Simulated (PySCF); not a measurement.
**MnOCl2: quartet, from a PBE0 minimum start**

Aim: relax MnOCl2 as a quartet from a PBE0 minimum start, check by its vibrations whether the end is a minimum, and collect its spectrum and constants.

Method: PBE0, basis Mn def2-SVP, O def2-SVP, Cl def2-SVP, no relativity, density fitting; program: PySCF 2.14.0.

**1. Starting geometry**

4 atoms, charge 0, spin multiplicity 4.

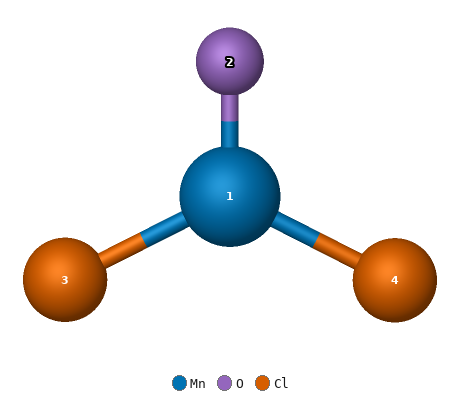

As it starts; manganese blue, oxygen purple, chlorine orange; atoms are numbered from 1 in the order of the file.

```xyz
4
charge 0 multiplicity 4
Mn   -0.1515   -0.2625    0.0000
O    -0.9305   -1.6117    0.0000
Cl    1.9764   -0.3748    0.0000
Cl   -1.3129    1.5242    0.0000
```

**2. The SCF at the typed geometry**

One driver script runs all steps and calls PySCF; scf.py shows how it sets up the SCF of each step. The optimiser is the driver's own. After this first run the driver tries any further starts and a stability analysis.

scf.py reads:

```python
from pyscf import gto, scf, dft
mol = gto.M(atom='''
Mn    -0.151538    -0.262478     0.000000
O     -0.930481    -1.611679     0.000000
Cl     1.976436    -0.374838     0.000000
Cl    -1.312870     1.524198    -0.000000''',
    basis={'Mn': 'def2-SVP', 'O': 'def2-SVP', 'Cl': 'def2-SVP'},
    charge=0, spin=3)
mf = dft.UKS(mol, xc='PBE0')
mf.grids.atom_grid = (50, 194)
aux = {'Mn': 'def2-universal-JKFIT', 'O': 'def2-universal-JKFIT', 'Cl': 'def2-universal-JKFIT'}
mf = mf.density_fit(auxbasis=aux)
mf.conv_tol = 1e-08
mf.diis_space = 10
mf.max_cycle = 60
mf.init_guess = 'minao'
mf.verbose = 4
mf.kernel()
```

The run is started by

```sh
OMP_NUM_THREADS=2 python axn.py task.json out
```

Log:

```text
[... the frontier levels of the middle cycles are left out ...]
init E= -2144.3801275823
[... the frontier-level lines of each cycle are left out ...]
cycle= 1 E= -2138.1183784346  delta_E= 6.26  |g|= 2.79  |ddm|= 7.95
cycle= 2 E= -2113.56650397397  delta_E= 24.6  |g|= 6.08  |ddm|= 10.8
cycle= 3 E= -2132.93715403302  delta_E= -19.4  |g|= 4.61  |ddm|=  6.6
cycle= 4 E= -2133.22010586762  delta_E= -0.283  |g|= 4.51  |ddm|= 2.18
cycle= 5 E= -2136.60645830625  delta_E= -3.39  |g|=  4.4  |ddm|= 2.24
cycle= 6 E= -2134.75472478958  delta_E= 1.85  |g|= 4.53  |ddm|= 0.555
cycle= 7 E= -2134.29965525127  delta_E= 0.455  |g|= 4.54  |ddm|= 0.121
cycle= 8 E= -2134.15187620559  delta_E= 0.148  |g|= 4.57  |ddm|= 0.402
cycle= 9 E= -2134.10783099807  delta_E= 0.044  |g|= 4.57  |ddm|= 0.901
cycle= 10 E= -2134.46772014268  delta_E= -0.36  |g|= 4.55  |ddm|= 0.697
cycle= 11 E= -2134.43055366598  delta_E= 0.0372  |g|= 4.56  |ddm|= 0.676
cycle= 12 E= -2083.52594589157  delta_E= 50.9  |g|= 8.15  |ddm|= 18.1
cycle= 13 E= -2143.19226211636  delta_E= -59.7  |g|= 2.13  |ddm|= 17.6
cycle= 14 E= -2140.80456744947  delta_E= 2.39  |g|= 3.64  |ddm|= 2.75
[... 2 cycles left out ...]
cycle= 17 E= -2145.51986168947  delta_E= -1.39  |g|= 0.407  |ddm|= 0.924
cycle= 18 E= -2145.55932253397  delta_E= -0.0395  |g|= 0.248  |ddm|= 0.388
cycle= 19 E= -2145.58390733216  delta_E= -0.0246  |g|= 0.0521  |ddm|= 0.19
cycle= 20 E= -2145.58525450863  delta_E= -0.00135  |g|= 0.0413  |ddm|= 0.0474
cycle= 21 E= -2145.58650125553  delta_E= -0.00125  |g|= 0.0173  |ddm|= 0.0475
cycle= 22 E= -2145.58722318957  delta_E= -0.000722  |g|= 0.0134  |ddm|= 0.0634
cycle= 23 E= -2145.58740951593  delta_E= -0.000186  |g|= 0.00689  |ddm|= 0.021
cycle= 24 E= -2145.58757349233  delta_E= -0.000164  |g|= 0.00315  |ddm|= 0.0437
cycle= 25 E= -2145.58758538232  delta_E= -1.19e-05  |g|= 0.000737  |ddm|= 0.0085
cycle= 26 E= -2145.58758785826  delta_E= -2.48e-06  |g|= 0.000387  |ddm|= 0.00389
cycle= 27 E= -2145.58758883369  delta_E= -9.75e-07  |g|= 0.000267  |ddm|= 0.0032
cycle= 28 E= -2145.58758898448  delta_E= -1.51e-07  |g|= 9.56e-05  |ddm|= 0.00123
cycle= 29 E= -2145.5875890035  delta_E= -1.9e-08  |g|= 3.32e-05  |ddm|= 0.000467
cycle= 30 E= -2145.58758900546  delta_E= -1.96e-09  |g|= 9.12e-06  |ddm|= 0.000116
Extra cycle  E= -2145.58758900537  delta_E= 9.19e-11  |g|= 2.31e-05  |ddm|= 2.65e-05
converged SCF energy = -2145.58758900537  <S^2> = 3.9795746  2S+1 = 4.1131859
```

This step, with its further starts and checks, took 44 s on 2 threads of Arm Neoverse N1, shared host.

The starts that the driver tried:

```csv
start,energy (Eh)
the minimal-basis guess,-2145.587589
a thermally smeared density,-2145.587589
a smeared PBE density,-2145.587589
```

The test of internal stability and the other starts found no lower solution of this spin.

**3. Relaxing the quartet from the PBE0 minimum start**

The program finds C2v symmetry in the start, which this walk keeps. The walk stops when the largest gradient is under 0.0003 Eh/bohr and the energy has settled too.

Edit scf.py of step 2 so:

```diff
@@ -3,4 +3,4 @@
-Mn    -0.151538    -0.262478     0.000000
-O     -0.930481    -1.611679     0.000000
-Cl     1.976436    -0.374838     0.000000
-Cl    -1.312870     1.524198    -0.000000''',
+Mn    -0.151510    -0.262429     0.000000
+O     -0.930452    -1.611630     0.000000
+Cl     1.976465    -0.374789     0.000000
+Cl    -1.312841     1.524247     0.000000''',
@@ -16 +15,0 @@
-mf.init_guess = 'minao'
```

Steps of the walk:

```csv
step,energy (Eh),change (kJ/mol),largest symmetric gradient (Eh/bohr)
0,-2145.587589,0.00,0.00023
```

The walk took 3.7 s.

End point (C2v, 0 steps, 0.0 kJ/mol gained): Mn–Cl 2.131 Å (×2), Mn–O 1.558 Å; Cl–Mn–Cl 126.0°, Cl–Mn–O 117.0° (×2).

**4. Frequencies**

The point is checked on the finer grid, and tightened if its gradient asks for it. The Hessian and the dipole derivatives come from central differences of analytic gradients, with steps of 0.02 bohr.

Edit scf.py of step 3 so:

```diff
@@ -3,4 +3,4 @@
-Mn    -0.151510    -0.262429     0.000000
-O     -0.930452    -1.611630     0.000000
-Cl     1.976465    -0.374789     0.000000
-Cl    -1.312841     1.524247     0.000000''',
+Mn    -0.151452    -0.262329     0.000000
+O     -0.930356    -1.611463     0.000000
+Cl     1.976597    -0.375043     0.000000
+Cl    -1.313127     1.524234     0.000000''',
@@ -10 +10 @@
-mf.grids.atom_grid = (50, 194)
+mf.grids.atom_grid = (75, 302)
@@ -13 +13 @@
-mf.conv_tol = 1e-08
+mf.conv_tol = 1e-10
```

This SCF starts from the last density.

Log of the central SCF (cycles and frontier levels):

```text
init E= -2145.58760132582
[... the frontier-level lines of each cycle are left out ...]
cycle= 1 E= -2145.58760132578  delta_E= 3.37e-11  |g|= 1.01e-05  |ddm|= 7.67e-06
cycle= 2 E= -2145.58760132501  delta_E= 7.73e-10  |g|= 4.74e-05  |ddm|= 2.86e-05
cycle= 3 E= -2145.58760132582  delta_E= -8.11e-10  |g|= 1.12e-06  |ddm|= 2.39e-05
cycle= 4 E= -2145.58760132582  delta_E= 4.55e-12  |g|= 5.9e-07  |ddm|= 1.58e-06
Extra cycle  E= -2145.58760132582  delta_E= 9.09e-13  |g|= 1.32e-06  |ddm|= 1.58e-06
converged SCF energy = -2145.58760132582  <S^2> = 3.9795448  2S+1 = 4.1131714
```

The whole step took 96 s.

Geometry: C2v; Mn–Cl 2.131 Å (×2), Mn–O 1.558 Å; Cl–Mn–Cl 126.1°, Cl–Mn–O 117.0° (×2).

Modes, for the most abundant isotopes:

```
symmetry  ω (cm⁻¹)  IR (km/mol)
      a1       114          1.3
      b1       117         29.1
      b2       174          0.9
      a1       384         15.4
      b2       497          102
      a1       913         33.7
```

No imaginary mode, so this is a minimum.

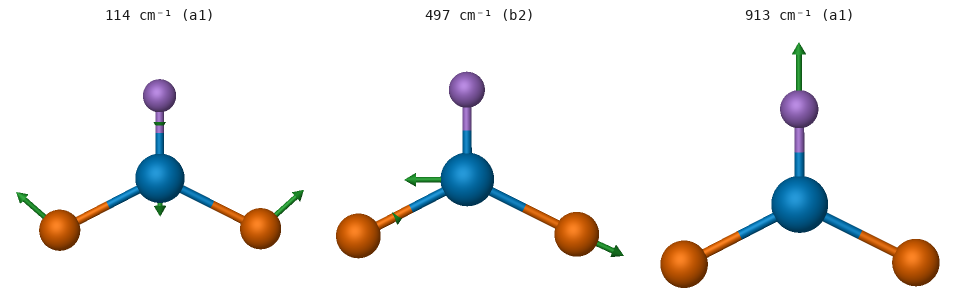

How the atoms move in 3 of the modes.

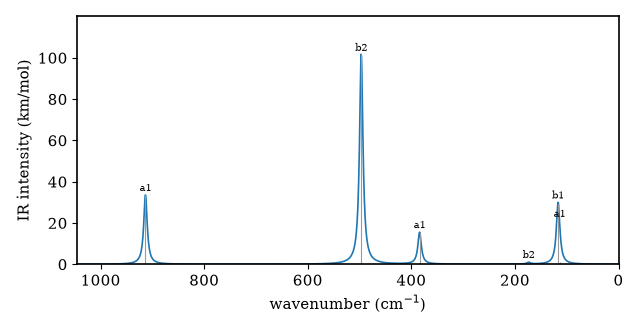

The harmonic infrared spectrum (widths in cm⁻¹). Lines are broadened to a width of 8 cm⁻¹ (Lorentzian).

Constants and moments:

- Dipole moment: 0.02 D
- Highest occupied level: -8.89 eV
- Lowest empty level: -4.93 eV
- Rotational constants: 0.1848, 0.06682, 0.04908 cm⁻¹
- Zero-point energy: 13.1 kJ/mol
- Principal polarisabilities: 22.5, 51.5, 65.8 bohr³
- Atomisation energy without zero-point energy: 1000 kJ/mol
- Principal traceless quadrupole moments about the centre of mass: -3.80, -2.19, 5.99 D Å
- Entropy at 298.15 K and 1 bar (electronic part: spin only): 335.1 J/(mol K)
- Heat capacity Cp at 298.15 K: 70.9 J/(mol K)
- Enthalpy at 298.15 K above 0 K: 16.79 kJ/mol
- Rotational symmetry number: 2
- Spin squared ⟨S²⟩: 3.980

Populations by atom (charges in e):

```
 atom  Mulliken  Löwdin  polar tensor  spin (Mulliken)  Mayer order to Mn1
  Mn1      0.80    0.27          1.30             3.38                   –
   O2     -0.34   -0.12         -0.34            -0.36                1.88
Cl3,4     -0.23   -0.08         -0.48            -0.01                1.12
```

Mulliken populations on Mn1: s 6.35, p 12.65, d 5.19, f 0.01.

**5. Results**

```
                                          quantity                                                                   value
                                           minimum                                                            quartet, C2v
                                          geometry  Mn–Cl 2.131 Å (×2), Mn–O 1.558 Å; Cl–Mn–Cl 126.1°, Cl–Mn–O 117.0° (×2)
                                wavenumbers (cm⁻¹)              114 (a1), 117 (b1), 174 (b2), 384 (a1), 497 (b2), 913 (a1)
                                     dipole moment                                                                  0.02 D
highest occupied, lowest empty level (either spin)                                                         -8.89, -4.93 eV
                        polar-tensor charge of Mn1                                                                 +1.30 e
                                 zero-point energy                                                             13.1 kJ/mol
                               entropy at 298.15 K                                                         335.1 J/(mol K)
         atomisation energy (no zero-point energy)                                                             1000 kJ/mol
                                              ⟨S²⟩                                                                   3.980
```

**Reading.** The molecule stays C2v, as typed, and the end point is a minimum. In the infrared the band at 497 cm⁻¹ (b2, stretch) leads. Most of the spin sits on Mn1 (Mulliken spin 3.38, against 3 for the whole molecule). Only this shape and spin were tried, so other structures or states may lie lower. The determinant is spin-contaminated (⟨S²⟩ = 3.98, pure value 3.75). One determinant may miss the lowest occupation of an open d or f shell.

The search up to here took 2.4 min.
